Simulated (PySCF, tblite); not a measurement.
# C6H4ClF: dynamics, then NMR shifts on frames, part 2 of 2

tblite 0.8.0 and PySCF 2.14.0. Atoms count from 0. Earlier steps stand in the parts before.

### 5 NMR shieldings: 625 fs, PBE0/pcSseg-1

Job settings and geometry (Å):

```
{"job": {"kind": "nmr", "xc": "PBE0", "basis": "pcSseg-1", "pop": false}, "charge": 0, "multiplicity": 1}
F      1.699600    -1.891500     0.824200
C      1.215300    -0.647100     0.726600
C     -0.109500    -0.430400     0.442400
C     -1.231200    -1.419100     0.306800
C     -2.326400    -0.790800    -0.160100
C     -2.015600     0.609200    -0.373300
C     -0.767600     0.854100     0.075000
Cl     0.104300     2.320300     0.364200
H      2.063500     0.063300     0.601000
H     -1.145100    -2.411700     0.631100
H     -3.240200    -1.318100    -0.222000
H     -2.781900     1.266400    -0.647300
```

Method: GIAO PBE0/pcSseg-1 NMR shielding, non-relativistic, gas phase.

Standard output:

```text
coarse grid: 11712 points
cycle   1  E = -790.3008309960  dE =  1.389e+00  |g| = 5.821e-01  |ddm| = 3.527e+00
cycle   2  E = -790.1273856379  dE =  1.734e-01  |g| = 1.027e+00  |ddm| = 1.267e+00
cycle   3  E = -790.3747708060  dE = -2.474e-01  |g| = 1.366e-01  |ddm| = 9.158e-01
cycle   4  E = -790.3784499531  dE = -3.679e-03  |g| = 7.680e-02  |ddm| = 2.116e-01
cycle   5  E = -790.3797831910  dE = -1.333e-03  |g| = 1.791e-02  |ddm| = 7.849e-02
cycle   6  E = -790.3798528124  dE = -6.962e-05  |g| = 5.732e-03  |ddm| = 2.259e-02
cycle   7  E = -790.3798599404  dE = -7.128e-06  |g| = 2.167e-03  |ddm| = 6.155e-03
final grid: 112088 points
cycle   8  E = -790.4332827687  dE = -3.137e-05  |g| = 7.243e-03  |ddm| = 3.374e-02
cycle   9  E = -790.4332656334  dE =  1.714e-05  |g| = 1.114e-02  |ddm| = 1.959e-02
cycle  10  E = -790.4332950395  dE = -2.941e-05  |g| = 1.931e-03  |ddm| = 1.276e-02
cycle  11  E = -790.4332958398  dE = -8.003e-07  |g| = 3.762e-04  |ddm| = 1.820e-03
cycle  12  E = -790.4332958687  dE = -2.888e-08  |g| = 1.481e-04  |ddm| = 4.088e-04
cycle  13  E = -790.4332958734  dE = -4.703e-09  |g| = 5.765e-05  |ddm| = 1.587e-04
cycle  14  E = -790.4332958742  dE = -8.611e-10  |g| = 1.439e-05  |ddm| = 7.266e-05
converged SCF energy = -790.4332958742

GIAO shielding tensors (ppm)
atom      isotropic    diamagn.    paramagn.     s11        s22        s33       span
  0 F      251.792     469.912    -218.120    123.802    204.294    427.281    303.479
  1 C       14.470     247.384    -232.914    -59.027     27.658     74.780    133.807
  2 C       39.138     257.211    -218.073    -42.514     36.813    123.115    165.630
  3 C       54.182     248.154    -193.972    -47.828     54.221    156.154    203.982
  4 C       50.545     255.775    -205.229    -58.549     56.580    153.605    212.153
  5 C       59.524     246.779    -187.256    -24.815     57.040    146.346    171.161
  6 C       48.499     252.121    -203.622    -32.767     66.030    112.233    145.000
  7 Cl     766.171    1146.697    -380.526    514.163    797.958    986.391    472.228
  8 H       23.303      28.288      -4.985     19.408     22.566     27.933      8.525
  9 H       25.218      31.532      -6.314     22.655     25.545     27.455      4.800
 10 H       25.156      30.622      -5.466     23.318     24.408     27.743      4.425
 11 H       26.118      31.181      -5.063     24.154     24.897     29.303      5.149
```

Run time: 16 s. Hardware: 1 thread of Arm Neoverse V1, shared host; peak memory 0.85 GiB.

This run: δ C1 172.5, C2 147.8, C6 138.4, C4 136.4, H8 8.41, H10 6.56 ppm.

### 6 Nuclear shieldings: 800 fs, PBE0/pcSseg-1

Job settings and geometry (Å):

```
{"job": {"kind": "nmr", "xc": "PBE0", "basis": "pcSseg-1", "pop": false}, "charge": 0, "multiplicity": 1}
F      1.904800    -1.387300     0.741300
C      1.119100    -0.335800     0.554100
C     -0.124300    -0.437300     0.101300
C     -1.207600    -1.409100    -0.013300
C     -2.389100    -0.822900    -0.283700
C     -2.138200     0.578700    -0.473900
C     -0.809100     0.864000    -0.295300
Cl    -0.205800     2.504300    -0.218000
H      1.679700     0.596700     0.614500
H     -0.987900    -2.440500     0.250600
H     -3.364300    -1.335100    -0.354800
H     -2.898300     1.366900    -0.734400
```

With the program's defaults for keys left out, this is: GIAO PBE0/pcSseg-1 NMR shielding, non-relativistic, gas phase.

Standard output:

```text
coarse grid: 11712 points
cycle   1  E = -790.3131280943  dE =  1.372e+00  |g| = 5.500e-01  |ddm| = 3.513e+00
cycle   2  E = -790.1764982118  dE =  1.366e-01  |g| = 9.379e-01  |ddm| = 1.208e+00
cycle   3  E = -790.3763313334  dE = -1.998e-01  |g| = 1.312e-01  |ddm| = 8.723e-01
cycle   4  E = -790.3801281745  dE = -3.797e-03  |g| = 6.479e-02  |ddm| = 1.940e-01
cycle   5  E = -790.3810279163  dE = -8.997e-04  |g| = 1.533e-02  |ddm| = 6.324e-02
cycle   6  E = -790.3810771344  dE = -4.922e-05  |g| = 4.515e-03  |ddm| = 1.795e-02
cycle   7  E = -790.3810812697  dE = -4.135e-06  |g| = 2.116e-03  |ddm| = 5.535e-03
final grid: 112088 points
cycle   8  E = -790.4345979435  dE = -2.954e-05  |g| = 6.507e-03  |ddm| = 3.792e-02
cycle   9  E = -790.4345856023  dE =  1.234e-05  |g| = 9.511e-03  |ddm| = 1.713e-02
cycle  10  E = -790.4346076809  dE = -2.208e-05  |g| = 1.750e-03  |ddm| = 1.108e-02
cycle  11  E = -790.4346083517  dE = -6.708e-07  |g| = 3.242e-04  |ddm| = 1.795e-03
cycle  12  E = -790.4346083747  dE = -2.300e-08  |g| = 1.125e-04  |ddm| = 3.658e-04
cycle  13  E = -790.4346083773  dE = -2.616e-09  |g| = 4.509e-05  |ddm| = 1.206e-04
cycle  14  E = -790.4346083778  dE = -4.761e-10  |g| = 1.357e-05  |ddm| = 5.679e-05
converged SCF energy = -790.4346083778

GIAO shielding tensors (ppm)
atom      isotropic    diamagn.    paramagn.     s11        s22        s33       span
  0 F      259.955     469.646    -209.691    125.130    211.928    442.808    317.678
  1 C       20.588     247.926    -227.338    -50.416     36.631     75.548    125.964
  2 C       54.950     257.437    -202.487    -30.370     54.809    140.409    170.778
  3 C       66.385     247.432    -181.047    -24.187     65.971    157.372    181.558
  4 C       51.205     255.826    -204.621    -47.332     49.302    151.644    198.976
  5 C       43.252     251.521    -208.269    -55.487     55.870    129.372    184.860
  6 C       34.706     252.425    -217.719    -66.922     78.955     92.085    159.007
  7 Cl     760.605    1146.827    -386.222    507.404    763.380   1011.031    503.627
  8 H       23.926      28.888      -4.962     19.293     22.731     29.755     10.462
  9 H       25.164      29.915      -4.751     22.376     26.332     26.785      4.409
 10 H       24.386      29.004      -4.618     22.931     24.026     26.200      3.269
 11 H       24.363      29.437      -5.075     22.101     22.453     28.533      6.432
```

Wall time 16 s (1 thread of Arm Neoverse V1, shared host); peak memory 0.85 GiB.

This run: δ C1 166.3, C6 152.2, C5 143.7, C4 135.7, H8 7.79, H11 7.35 ppm.

### 7 NMR shieldings: 1000 fs, PBE0/pcSseg-1

Job settings and geometry (Å):

```
{"job": {"kind": "nmr", "xc": "PBE0", "basis": "pcSseg-1", "pop": false}, "charge": 0, "multiplicity": 1}
F      1.736800    -1.589300     1.224000
C      1.249400    -0.436800     0.675400
C     -0.026800    -0.320700     0.448500
C     -0.957100    -1.410400     0.647700
C     -2.183600    -0.953600     0.232500
C     -2.162000     0.394400    -0.280400
C     -0.856200     0.766800    -0.121800
Cl     0.043000     2.137000    -0.724100
H      1.946900     0.364800     0.611700
H     -0.735800    -2.329900     1.121300
H     -3.095000    -1.491300     0.377400
H     -3.009200     0.986800    -0.667600
```

Level: GIAO PBE0/pcSseg-1 NMR shielding, non-relativistic, gas phase.

Standard output:

```text
coarse grid: 11712 points
cycle   1  E = -790.3170038441  dE =  1.430e+00  |g| = 5.415e-01  |ddm| = 3.550e+00
cycle   2  E = -790.2121533479  dE =  1.049e-01  |g| = 8.751e-01  |ddm| = 1.171e+00
cycle   3  E = -790.3788075657  dE = -1.667e-01  |g| = 1.146e-01  |ddm| = 7.965e-01
cycle   4  E = -790.3814003784  dE = -2.593e-03  |g| = 6.919e-02  |ddm| = 1.861e-01
cycle   5  E = -790.3825802648  dE = -1.180e-03  |g| = 1.719e-02  |ddm| = 7.406e-02
cycle   6  E = -790.3826457231  dE = -6.546e-05  |g| = 5.268e-03  |ddm| = 2.028e-02
cycle   7  E = -790.3826513193  dE = -5.596e-06  |g| = 2.206e-03  |ddm| = 5.748e-03
final grid: 112088 points
cycle   8  E = -790.4360110641  dE = -3.107e-05  |g| = 7.811e-03  |ddm| = 3.779e-02
cycle   9  E = -790.4359888534  dE =  2.221e-05  |g| = 1.246e-02  |ddm| = 2.254e-02
cycle  10  E = -790.4360251816  dE = -3.633e-05  |g| = 1.954e-03  |ddm| = 1.463e-02
cycle  11  E = -790.4360260175  dE = -8.360e-07  |g| = 4.170e-04  |ddm| = 2.071e-03
cycle  12  E = -790.4360260539  dE = -3.638e-08  |g| = 1.783e-04  |ddm| = 5.316e-04
cycle  13  E = -790.4360260606  dE = -6.647e-09  |g| = 5.359e-05  |ddm| = 1.813e-04
cycle  14  E = -790.4360260613  dE = -6.844e-10  |g| = 1.808e-05  |ddm| = 6.886e-05
converged SCF energy = -790.4360260613

GIAO shielding tensors (ppm)
atom      isotropic    diamagn.    paramagn.     s11        s22        s33       span
  0 F      268.155     470.906    -202.751    150.422    252.899    401.143    250.720
  1 C       21.209     247.760    -226.551    -49.904     38.750     74.780    124.683
  2 C       51.450     258.336    -206.885    -33.863     51.146    137.068    170.931
  3 C       60.320     247.567    -187.247    -44.416     62.947    162.427    206.843
  4 C       45.794     252.647    -206.853    -52.236     42.026    147.593    199.829
  5 C       51.634     252.216    -200.582    -44.033     56.994    141.940    185.973
  6 C       46.265     253.124    -206.859    -34.912     72.289    101.418    136.331
  7 Cl     751.284    1147.242    -395.958    481.220    781.879    990.754    509.534
  8 H       24.402      29.547      -5.145     20.806     23.532     28.867      8.061
  9 H       24.842      31.197      -6.355     22.773     24.340     27.414      4.640
 10 H       25.407      29.687      -4.280     23.946     24.632     27.642      3.696
 11 H       24.415      30.089      -5.674     22.362     23.129     27.755      5.393
```

It took 18 s on 1 thread of Arm Neoverse V1, shared host; peak memory 0.85 GiB.

This run: δ C1 165.7, C4 141.1, C6 140.7, C2 135.5, H8 7.32, H11 7.30 ppm.

### 8 Run by run: NMR shifts

Shifts (ppm) of some atoms, chosen among heavy atoms and hydrogens apart, with basis size and wall time:

| frame | C5 | C6 | C2 | H9 | H11 | F0 | Cl7 | functions | time |
| --- | --- | --- | --- | --- | --- | --- | --- | --- | --- |
| 250 fs | 136.9 | 136.4 | 133.2 | 7.63 | 6.59 | -103.3 | 147 | 163 | 23 s |
| 425 fs | 145.5 | 138.7 | 132.1 | 5.70 | 6.51 | -82.7 | 189 | 163 | 16 s |
| 625 fs | 127.4 | 138.4 | 147.8 | 6.50 | 5.60 | -80.8 | 184 | 163 | 16 s |
| 800 fs | 143.7 | 152.2 | 132.0 | 6.55 | 7.35 | -89.0 | 189 | 163 | 16 s |
| 1000 fs | 135.3 | 140.7 | 135.5 | 6.87 | 7.30 | -97.2 | 198 | 163 | 18 s |

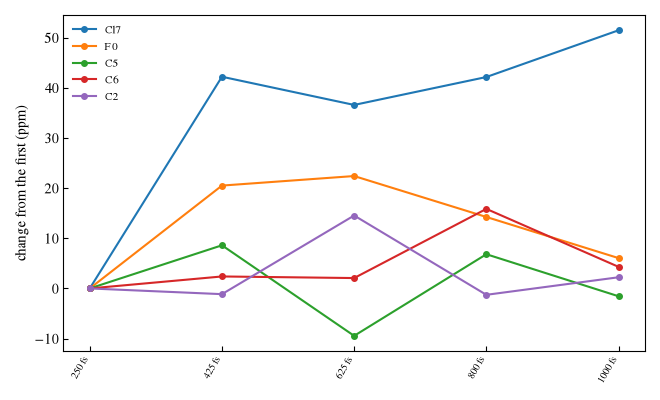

How five of the tabulated atoms move from run to run.

### 9 Outcome

The summary covers parts 1 to 2.

| quantity | value |
| --- | --- |
| thermostat | 300 K |
| mean temperature, second half | 323 K |
| mean potential energy above the minimum | 0.42 eV |
| 13C shifts against TMS (PBE0/pcSseg-1, 250 fs) | 165.2, 137.0, 136.9, 136.4, 133.2, 125.1 ppm |
| 1H shifts against TMS (PBE0/pcSseg-1, 250 fs) | 8.07, 7.63, 6.70, 6.59 ppm |
| 19F shifts against CFCl3 (PBE0/pcSseg-1, 250 fs) | -103.3 ppm |
| 35Cl shifts against HCl (PBE0/pcSseg-1, 250 fs) | 147 ppm |
| surface potential, 1st and 99th percentile | -0.53 V and 1.39 V |
| range of the shift of Cl7 | 147 to 198 ppm |

In the second half the potential energy averages 0.42 eV above the minimum; equipartition over 30 harmonic modes at 300 K would give 0.39 eV. With 12 atoms the temperature swings widely (150 to 478 K). Shifts at one fixed geometry are not the observed spectrum, which averages over the motion. In the first frame run (250 fs): The largest span, 430 ppm, is at Cl7, where the paramagnetic term is -344 ppm. By nearest atom (PBE0/pcSseg-1), the HOMO sits on C3, C6 about 24 % each; C5 18 % and the LUMO on C1 27 %; 4 C atoms about 11 % each. Across the 5 runs the shift of Cl7 moves most, between 147 (250 fs) and 198 ppm (1000 fs).
